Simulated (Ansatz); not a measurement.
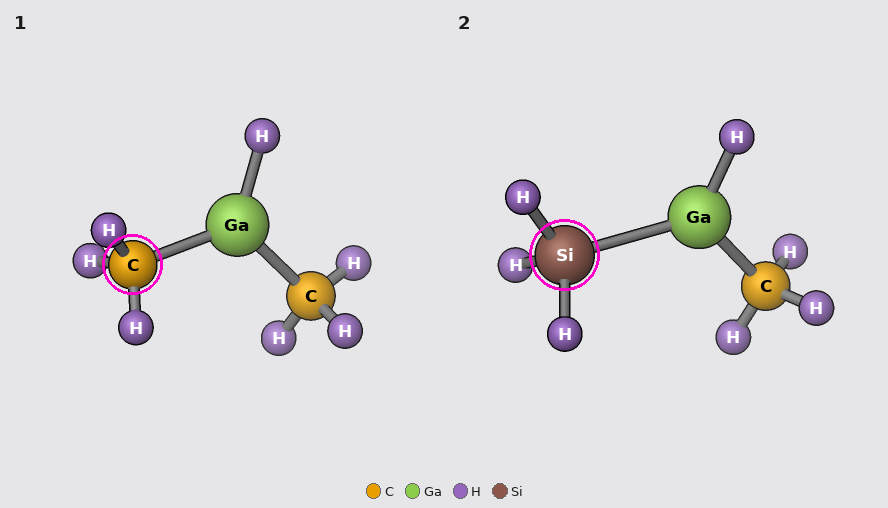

2 molecules with one skeleton, seen from the same side and at one scale; the atom that differs is circled. Each species is neutral and a spin singlet. Computed geometries: PBE0-D4/def2-TZVP optimisations, one conformation each. Properties computed with Ansatz 0.2.0.

One atom differs, called X below: C in panel 1, Si in panel 2. Their formulas are C2H7Ga (`[CH3][GaH][CH3]`), CH7GaSi (`[CH3][GaH][SiH3]`).

### In which is the HOMO–LUMO gap larger (PBE-D4/def2-TZVPP)?

In panel 1 (X = C).

### In which is the length of X–Ga larger (PBE0-D4/def2-TZVP)?

In panel 2 (X = Si).

Give the values. With PBE0-D4/def2-TZVP: length of X–Ga (Å), mean length of X–H (Å), mean angle Ga–X–H (°). With PBE-D4/def2-TZVPP: dipole moment (D), HOMO energy (Kohn–Sham orbital) (eV), HOMO–LUMO gap (eV).

```csv
quantity,1 (C),2 (Si),2 − 1
length of X–Ga (Å),1.971,2.419,+0.448
mean length of X–H (Å),1.093,1.491,+0.398
mean angle Ga–X–H (°),111.0,111.5,+0.5
dipole moment (D),0.65,0.92,+0.27
HOMO energy (Kohn–Sham orbital) (eV),−6.44,−6.27,+0.17
HOMO–LUMO gap (eV),4.68,3.70,−0.98
```
